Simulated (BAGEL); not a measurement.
**One shape, several levels: doublet [CH3BS2]+**

Wanted: a comparison of 4 runs (UHF/3-21G, ROHF/6-31G*, ROHF/def2-SVP, UHF/def2-SVP) of doublet [CH3BS2]+. 

The results are computed with BAGEL 1.2.2.

1 further run of the same task is left out (it didn't finish).

## Step 1: Starting point

[CH3BS2]+ has 7 atoms, charge +1, and is taken as a doublet. SMILES of the parent species: `S=CBS`. Geometry: relaxed at PBE0-D4/def2-TZVP. That shape belongs to the parent species and isn't relaxed for this state.

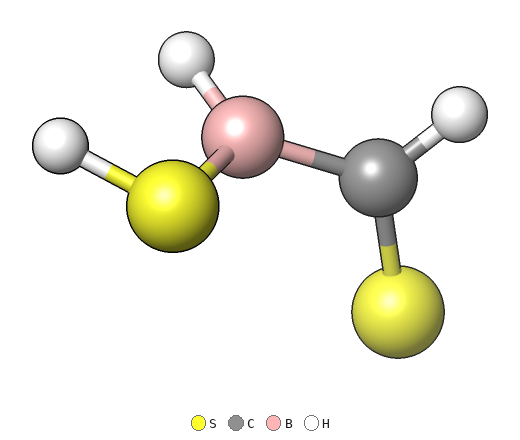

The structure, seen from a chosen angle (sulfur yellow, carbon grey, boron pink, hydrogen white).

## Step 2: The energy at UHF/3-21G (density fitting with qzvpp-jkfit) (run 1)

The input, hf.json:

```json
{ "bagel": [

{
  "title": "molecule",
  "basis": "3-21g",
  "df_basis": "qzvpp-jkfit",
  "angstrom": true,
  "geometry": [
    { "atom": "S", "xyz": [       0.227300,      -2.350600,      -0.404000 ] },
    { "atom": "C", "xyz": [      -0.664500,      -1.024400,      -0.161700 ] },
    { "atom": "B", "xyz": [       0.030400,       0.282400,       0.293400 ] },
    { "atom": "S", "xyz": [       0.913200,       1.258400,      -0.894000 ] },
    { "atom": "H", "xyz": [      -1.753400,      -1.079200,      -0.257500 ] },
    { "atom": "H", "xyz": [      -0.032700,       0.627400,       1.434700 ] },
    { "atom": "H", "xyz": [       1.340600,       2.218000,      -0.056600 ] }
  ]
},

{
  "title": "uhf",
  "charge": 1,
  "nopen": 1
},

{
  "title": "print",
  "file": "orbitals.molden",
  "orbitals": true
}

]}
```

Launch:

```bash
$ BAGEL_NUM_THREADS=1 BAGEL hf.json > hf.out
```

The log of the run:

```text
* using 1 threads per process

  ===============================================================
  ===============================================================

  *** Geometry ***

  { "atom" : "S", "xyz" : [      0.429535,     -4.441990,     -0.763449 ] },
  { "atom" : "C", "xyz" : [     -1.255723,     -1.935835,     -0.305569 ] },
  { "atom" : "B", "xyz" : [      0.057448,      0.533659,      0.554446 ] },
  { "atom" : "S", "xyz" : [      1.725698,      2.378031,     -1.689415 ] },
  { "atom" : "H", "xyz" : [     -3.313446,     -2.039392,     -0.486604 ] },
  { "atom" : "H", "xyz" : [     -0.061794,      1.185614,      2.711190 ] },
  { "atom" : "H", "xyz" : [      2.533367,      4.191413,     -0.106958 ] },

  Number of auxiliary basis functions:      460

  Since a DF basis is specified, we compute 2- and 3-index integrals:
    o Being stored without compression. Storage requirement is 0.009 GB

  Number of basis functions:       50
  Number of electrons      :       46

    * METHOD: MOLECULE                             0.13

  *** Open-shell HF ***

  === Nuclear Repulsion ===
   165.0861174717

      * DIIS with orbital gradients will be used.

  === UHF iteration (3-21g) ===
      0       -854.65483756          0.02615229           0.06
      1       -854.73019885          0.01316835           0.06
      2       -854.74266765          0.00823051           0.06
      3       -854.74811453          0.00240837           0.06
      4       -854.75011112          0.00085454           0.06
      5       -854.75061061          0.00029559           0.06
      6       -854.75096280          0.00011193           0.06
      7       -854.75118515          0.00009176           0.06
      8       -854.75134411          0.00008873           0.06
      9       -854.75147714          0.00008440           0.06
[... 12 lines of this table left out ...]
     22       -854.75244182          0.00000028           0.06
     23       -854.75244183          0.00000015           0.06
     24       -854.75244183          0.00000002           0.06
     25       -854.75244183          0.00000000           0.06
    * SCF iteration converged.

    * S^2 (UHF) is 0.9166

    * Permanent dipole moment:
           (    0.892973,     1.048086,    -0.756238) a.u.

    * METHOD: UHF                                  1.67

    * METHOD: PRINT                                0.00

  ===============================================================
```

Run time: 2 s. Hardware: 1 thread of Arm Neoverse V2, shared host; peak memory 0.081 GiB.

## Step 3: A single-point energy at ROHF/6-31G(d) (density fitting with qzvpp-jkfit, spherical functions) (run 2)

The input, calc.json:

```json
{ "bagel": [

{
  "title": "molecule",
  "basis": "6-31gs.json",
  "df_basis": "qzvpp-jkfit",
  "angstrom": true,
  "geometry": [
    { "atom": "S", "xyz": [       0.227300,      -2.350600,      -0.404000 ] },
    { "atom": "C", "xyz": [      -0.664500,      -1.024400,      -0.161700 ] },
    { "atom": "B", "xyz": [       0.030400,       0.282400,       0.293400 ] },
    { "atom": "S", "xyz": [       0.913200,       1.258400,      -0.894000 ] },
    { "atom": "H", "xyz": [      -1.753400,      -1.079200,      -0.257500 ] },
    { "atom": "H", "xyz": [      -0.032700,       0.627400,       1.434700 ] },
    { "atom": "H", "xyz": [       1.340600,       2.218000,      -0.056600 ] }
  ]
},

{
  "title": "rohf",
  "charge": 1,
  "nopen": 1
},

{
  "title": "print",
  "file": "orbitals.molden",
  "orbitals": true
}

]}
```

The basis set 6-31G* is read from a file made from the Basis Set Exchange's data (not shown).

Launch:

```bash
$ BAGEL_NUM_THREADS=1 BAGEL calc.json > calc.out
```

The log of the run:

```text
* using 1 threads per process

  ===============================================================
  ===============================================================

  *** Geometry ***

  { "atom" : "S", "xyz" : [      0.429535,     -4.441990,     -0.763449 ] },
  { "atom" : "C", "xyz" : [     -1.255723,     -1.935835,     -0.305569 ] },
  { "atom" : "B", "xyz" : [      0.057448,      0.533659,      0.554446 ] },
  { "atom" : "S", "xyz" : [      1.725698,      2.378031,     -1.689415 ] },
  { "atom" : "H", "xyz" : [     -3.313446,     -2.039392,     -0.486604 ] },
  { "atom" : "H", "xyz" : [     -0.061794,      1.185614,      2.711190 ] },
  { "atom" : "H", "xyz" : [      2.533367,      4.191413,     -0.106958 ] },

  Number of auxiliary basis functions:      460

  Since a DF basis is specified, we compute 2- and 3-index integrals:
    o Being stored without compression. Storage requirement is 0.018 GB

  Number of basis functions:       70
  Number of electrons      :       46

    * METHOD: MOLECULE                             0.17

  *** Open-shell HF ***

  === Nuclear Repulsion ===
   165.0861174717

      * DIIS with orbital gradients will be used.

  === ROHF iteration (6-31gs.json) ===
      0       -858.92881484          0.02165991           0.09
      1       -859.00686566          0.00709503           0.09
      2       -859.01856692          0.00339142           0.09
      3       -859.02174446          0.00197538           0.09
      4       -859.02296260          0.00065457           0.09
      5       -859.02319131          0.00027826           0.09
      6       -859.02324406          0.00008114           0.09
      7       -859.02325731          0.00003817           0.09
      8       -859.02325974          0.00001860           0.09
      9       -859.02325999          0.00000912           0.09
     10       -859.02325981          0.00000629           0.09
     11       -859.02325982          0.00000399           0.09
     12       -859.02325984          0.00000216           0.09
     13       -859.02325986          0.00000140           0.09
     14       -859.02325988          0.00000084           0.09
     15       -859.02325990          0.00000042           0.09
     16       -859.02325990          0.00000016           0.09
     17       -859.02325990          0.00000009           0.09
     18       -859.02325990          0.00000006           0.09
     19       -859.02325990          0.00000004           0.09
     20       -859.02325990          0.00000002           0.09
     21       -859.02325990          0.00000002           0.09
     22       -859.02325990          0.00000001           0.09
     23       -859.02325990          0.00000001           0.09
    * SCF iteration converged.

    * S^2 (ROHF) is 0.7500

    * Permanent dipole moment:
           (    0.877150,     0.919886,    -0.598301) a.u.

    * METHOD: ROHF                                 2.29

    * METHOD: PRINT                                0.01

  ===============================================================
```

It took 2.6 s on 1 thread of Arm Neoverse V2, shared host; peak memory 0.098 GiB.

## Step 4: A single-point energy at ROHF/def2-SVP (density fitting with qzvpp-jkfit) (run 3)

The input, input.json:

```json
{ "bagel" : [

{
  "title" : "molecule",
  "basis" : "svp",
  "df_basis" : "qzvpp-jkfit",
  "angstrom" : true,
  "geometry" : [
    { "atom" : "S", "xyz" : [       0.227300,      -2.350600,      -0.404000 ] },
    { "atom" : "C", "xyz" : [      -0.664500,      -1.024400,      -0.161700 ] },
    { "atom" : "B", "xyz" : [       0.030400,       0.282400,       0.293400 ] },
    { "atom" : "S", "xyz" : [       0.913200,       1.258400,      -0.894000 ] },
    { "atom" : "H", "xyz" : [      -1.753400,      -1.079200,      -0.257500 ] },
    { "atom" : "H", "xyz" : [      -0.032700,       0.627400,       1.434700 ] },
    { "atom" : "H", "xyz" : [       1.340600,       2.218000,      -0.056600 ] }
  ]
},

{
  "title" : "rohf",
  "charge" : 1,
  "nopen" : 1
},

{
  "title" : "print",
  "file" : "orbitals.molden",
  "orbitals" : true
}

]}
```

Launch:

```bash
$ BAGEL_NUM_THREADS=1 BAGEL input.json > input.out
```

The log of the run:

```text
* using 1 threads per process

  ===============================================================
  ===============================================================

  *** Geometry ***

  { "atom" : "S", "xyz" : [      0.429535,     -4.441990,     -0.763449 ] },
  { "atom" : "C", "xyz" : [     -1.255723,     -1.935835,     -0.305569 ] },
  { "atom" : "B", "xyz" : [      0.057448,      0.533659,      0.554446 ] },
  { "atom" : "S", "xyz" : [      1.725698,      2.378031,     -1.689415 ] },
  { "atom" : "H", "xyz" : [     -3.313446,     -2.039392,     -0.486604 ] },
  { "atom" : "H", "xyz" : [     -0.061794,      1.185614,      2.711190 ] },
  { "atom" : "H", "xyz" : [      2.533367,      4.191413,     -0.106958 ] },

  Number of auxiliary basis functions:      460

  Since a DF basis is specified, we compute 2- and 3-index integrals:
    o Being stored without compression. Storage requirement is 0.023 GB

  Number of basis functions:       79
  Number of electrons      :       46

    * METHOD: MOLECULE                             0.16

  *** Open-shell HF ***

  === Nuclear Repulsion ===
   165.0861174717

      * DIIS with orbital gradients will be used.

  === ROHF iteration (svp) ===
      0       -858.66484978          0.02084439           0.11
      1       -858.74222132          0.01013305           0.11
      2       -858.75693889          0.00669149           0.11
      3       -858.76424595          0.00209671           0.11
      4       -858.76623816          0.00066394           0.11
      5       -858.76653988          0.00027702           0.10
      6       -858.76660212          0.00007595           0.10
      7       -858.76661613          0.00003506           0.11
      8       -858.76661805          0.00001675           0.11
      9       -858.76661829          0.00000760           0.11
     10       -858.76661806          0.00000528           0.11
     11       -858.76661807          0.00000367           0.11
     12       -858.76661807          0.00000184           0.11
     13       -858.76661809          0.00000113           0.11
     14       -858.76661810          0.00000069           0.11
     15       -858.76661811          0.00000038           0.11
     16       -858.76661812          0.00000015           0.11
     17       -858.76661812          0.00000008           0.11
     18       -858.76661811          0.00000005           0.11
     19       -858.76661811          0.00000003           0.11
     20       -858.76661811          0.00000002           0.11
     21       -858.76661811          0.00000001           0.11
     22       -858.76661811          0.00000001           0.11
    * SCF iteration converged.

    * S^2 (ROHF) is 0.7500

    * Permanent dipole moment:
           (    0.875672,     0.877178,    -0.586822) a.u.

    * METHOD: ROHF                                 2.59

    * METHOD: PRINT                                0.01

  ===============================================================
```

Run time: 2.9 s. Hardware: 1 thread of Arm Neoverse V2, shared host; peak memory 0.11 GiB.

## Step 5: A single-point energy at UHF/def2-SVP (density fitting with qzvpp-jkfit) (run 4)

The input, input.json:

```json
{ "bagel": [

{
  "title": "molecule",
  "basis": "svp",
  "df_basis": "qzvpp-jkfit",
  "angstrom": true,
  "geometry": [
    { "atom": "S", "xyz": [       0.227300,      -2.350600,      -0.404000 ] },
    { "atom": "C", "xyz": [      -0.664500,      -1.024400,      -0.161700 ] },
    { "atom": "B", "xyz": [       0.030400,       0.282400,       0.293400 ] },
    { "atom": "S", "xyz": [       0.913200,       1.258400,      -0.894000 ] },
    { "atom": "H", "xyz": [      -1.753400,      -1.079200,      -0.257500 ] },
    { "atom": "H", "xyz": [      -0.032700,       0.627400,       1.434700 ] },
    { "atom": "H", "xyz": [       1.340600,       2.218000,      -0.056600 ] }
  ]
},

{ "title": "uhf", "charge": 1, "nopen": 1 },

{ "title": "print", "file": "orbitals.molden", "orbitals": true }

]}
```

Launch:

```bash
$ BAGEL_NUM_THREADS=1 BAGEL input.json > input.out
```

The log of the run:

```text
* using 1 threads per process

  ===============================================================
  ===============================================================

  *** Geometry ***

  { "atom" : "S", "xyz" : [      0.429535,     -4.441990,     -0.763449 ] },
  { "atom" : "C", "xyz" : [     -1.255723,     -1.935835,     -0.305569 ] },
  { "atom" : "B", "xyz" : [      0.057448,      0.533659,      0.554446 ] },
  { "atom" : "S", "xyz" : [      1.725698,      2.378031,     -1.689415 ] },
  { "atom" : "H", "xyz" : [     -3.313446,     -2.039392,     -0.486604 ] },
  { "atom" : "H", "xyz" : [     -0.061794,      1.185614,      2.711190 ] },
  { "atom" : "H", "xyz" : [      2.533367,      4.191413,     -0.106958 ] },

  Number of auxiliary basis functions:      460

  Since a DF basis is specified, we compute 2- and 3-index integrals:
    o Being stored without compression. Storage requirement is 0.023 GB

  Number of basis functions:       79
  Number of electrons      :       46

    * METHOD: MOLECULE                             0.16

  *** Open-shell HF ***

  === Nuclear Repulsion ===
   165.0861174717

      * DIIS with orbital gradients will be used.

  === UHF iteration (svp) ===
      0       -858.66484978          0.02084439           0.09
      1       -858.74716652          0.01001155           0.09
      2       -858.76240634          0.00644857           0.09
      3       -858.76927579          0.00204100           0.09
      4       -858.77160082          0.00065464           0.09
      5       -858.77202295          0.00027415           0.09
      6       -858.77228947          0.00007176           0.09
      7       -858.77240380          0.00004039           0.09
      8       -858.77250196          0.00003387           0.09
      9       -858.77258617          0.00003525           0.09
[... 18 lines of this table left out ...]
     28       -858.77317271          0.00000011           0.10
     29       -858.77317271          0.00000002           0.10
     30       -858.77317271          0.00000002           0.10
     31       -858.77317271          0.00000001           0.10
    * SCF iteration converged.

    * S^2 (UHF) is 0.8741

    * Permanent dipole moment:
           (    0.834914,     0.994760,    -0.569661) a.u.

    * METHOD: UHF                                  3.11

    * METHOD: PRINT                                0.01

  ===============================================================
```

Run time: 3.6 s. Hardware: 1 thread of Arm Neoverse V2, shared host; peak memory 0.11 GiB.

## Step 6: The series

```csv
run,level,energy (Eh),⟨S²⟩,wall time
1,UHF/3-21G (density fitting with qzvpp-jkfit),-854.752442,0.917,2 s
2,"ROHF/6-31G* (density fitting with qzvpp-jkfit, spherical functions)",-859.023260,0.750,2.6 s
3,ROHF/def2-SVP (density fitting with qzvpp-jkfit),-858.766618,0.750,2.9 s
4,UHF/def2-SVP (density fitting with qzvpp-jkfit),-858.773173,0.874,3.6 s
```

## Step 7: Summary of results

| quantity | value |
| --- | --- |
| run 4: total energy | -858.77317 Eh |
| run 4: ⟨S²⟩ | 0.874 |

In words: Spin contamination of the reference: run 1 ⟨S²⟩ = 0.92, run 4 ⟨S²⟩ = 0.87. All runs together took 11 s, the longest 3.6 s.
